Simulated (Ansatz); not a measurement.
## Electronic structure of ClF₂GeH₂N···H₂ in real space

The calculation's input:

```
crystal:
  periodic: [false, false, false]
  atoms:
    - { symbol: Ge, position_ang: [0.211776, 0.614883, -0.437102] }
    - { symbol: H, position_ang: [-0.071918, 0.069933, 2.258158] }
    - { symbol: F, position_ang: [1.506738, -0.115448, -1.295784] }
    - { symbol: Cl, position_ang: [-1.239202, 1.425377, -1.759831] }
    - { symbol: F, position_ang: [-0.564319, -0.746404, 0.287403] }
    - { symbol: "N", position_ang: [0.964295, 1.976555, 0.586751] }
    - { symbol: H, position_ang: [1.68493, 1.647624, 1.233056] }
    - { symbol: H, position_ang: [0.263429, 2.522459, 1.087646] }
    - { symbol: H, position_ang: [0.27907, 0.691021, 2.337503] }
basis:
  gaussian: { orbitals: def2-SVP }
hamiltonian:
  xc: r2scan
relax:
  f_tol: 0.03
  max_steps: 50
output:
  orbitals: {}
```

Launched as:

```sh
ansatz run input.yaml --threads 4 --pin off --max-ram 5120MiB --backend cpu --events-out ev --progress --plain --runs-dir out
```

The fields are those of the run's last geometry, not of the input's.

Theory: Ansatz, RKS r2SCAN/def2-SVP.

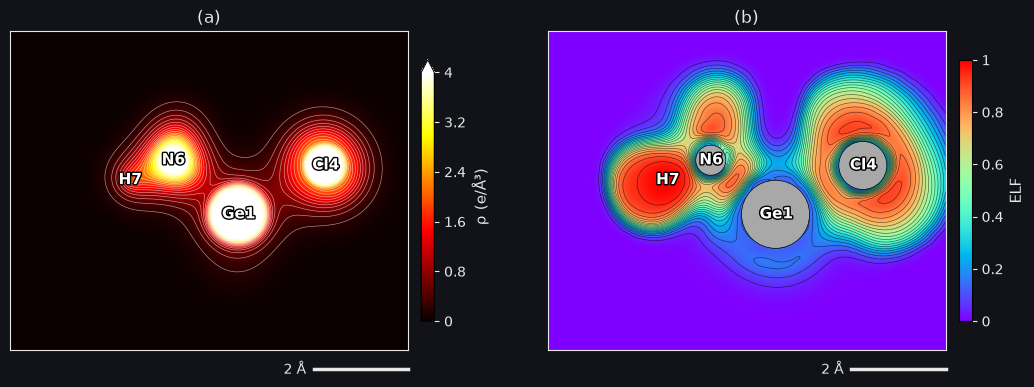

Figure 1. (a) electron density; (b) ELF on the plane of atoms Cl4, Ge1 and N6. Grey discs cover the atomic cores in the ELF map.

### What does the map show?

The section cuts through Ge, Cl, N and H sites.
Ge–N (1.79 Å): ρ is about 1.1 e/Å³ halfway; the ELF peaks at about 0.85 in the valence shell of N, 0.6 Å from its nucleus, and is about 0.50 at the midpoint.
Ge–Cl (2.12 Å): the density is about 0.78 e/Å³ at the midpoint; the ELF peaks at about 0.85 in the valence shell of Cl, 0.8 Å from its nucleus, and is about 0.65 at the midpoint.
N–H (1.02 Å): the density is about 2.7 e/Å³ at the midpoint; the ELF climbs to about 1 towards the hydrogen, as it does in any bond to H; an ordinary covalent bond to hydrogen.
The ELF also peaks beside Cl4, away from the bonds: lone-pair regions.

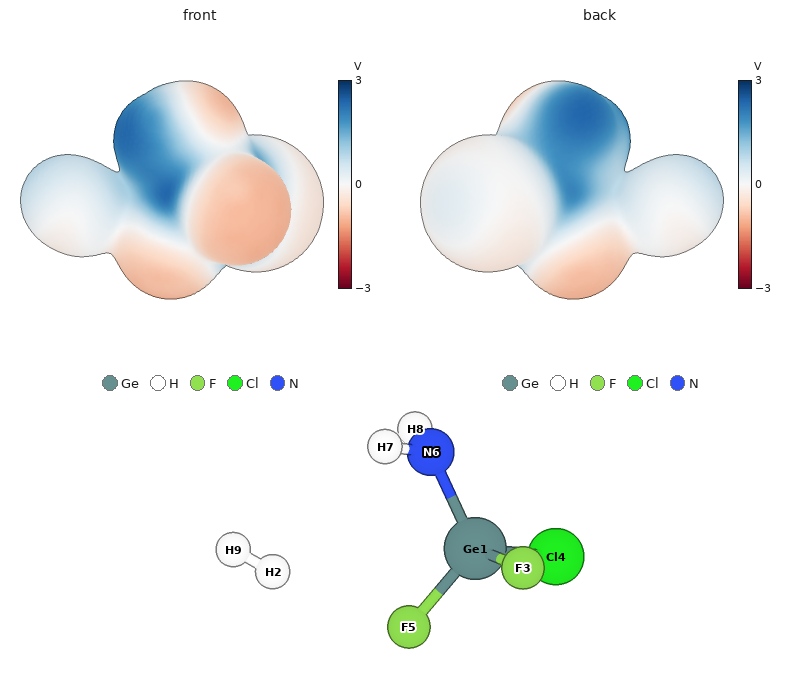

Figure 2. The molecular electrostatic potential painted on the density surface at 0.002 e/bohr³, seen from the front and from behind; the colour scale runs from red (negative) to blue (positive). The bare structure is drawn below in the same view.

### Describe the electrostatic potential map.

The most negative region (about −1.0 V) lies over F3 and F5, the most positive (about +2.3 V) over Ge1, H7 and H8. Cl4 shows a σ-hole: about +0.3 V at the tip opposite its bond, against about −0.1 V on its flanks.

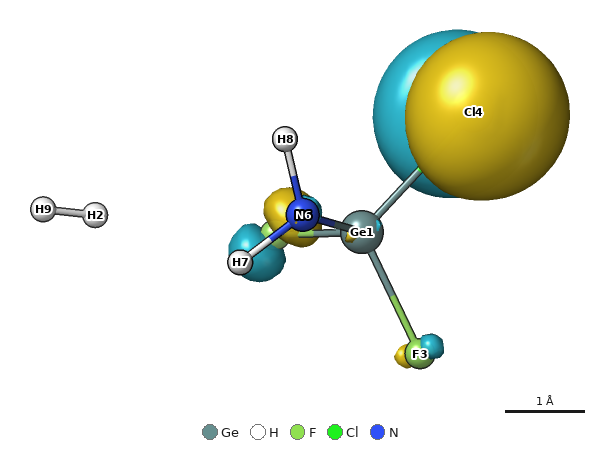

Figure 3. The HOMO−1 at ±0.15 Å⁻³ᐟ² (yellow and cyan are the two phases), seen from one side.

### Where does this orbital lie, and at what energy?

Its weight (Hirshfeld) is mainly on Cl4 (about 85 %) and Ge1 (about 5 %); largely a lone pair of Cl4. Its energy is −8.72 eV.

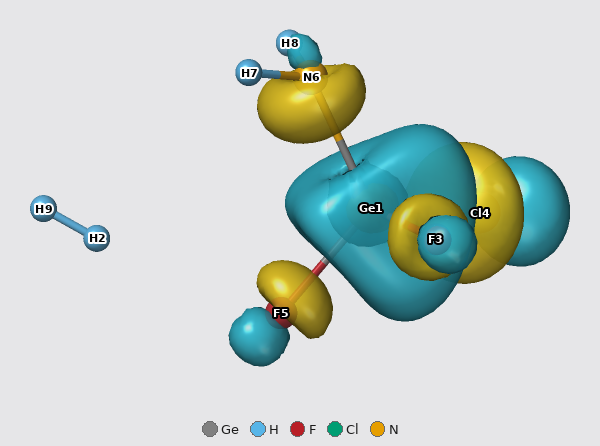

Figure 4. The LUMO at ±0.15 Å⁻³ᐟ² (yellow and cyan are the two phases), seen across its widest extent.

### Describe this orbital and give its energy.

Its weight (Hirshfeld) is mainly on Ge1 (about 35 %), Cl4 (about 25 %), N6 (about 10 %), F5 (about 10 %) and F3 (about 10 %). Its energy is −1.46 eV.
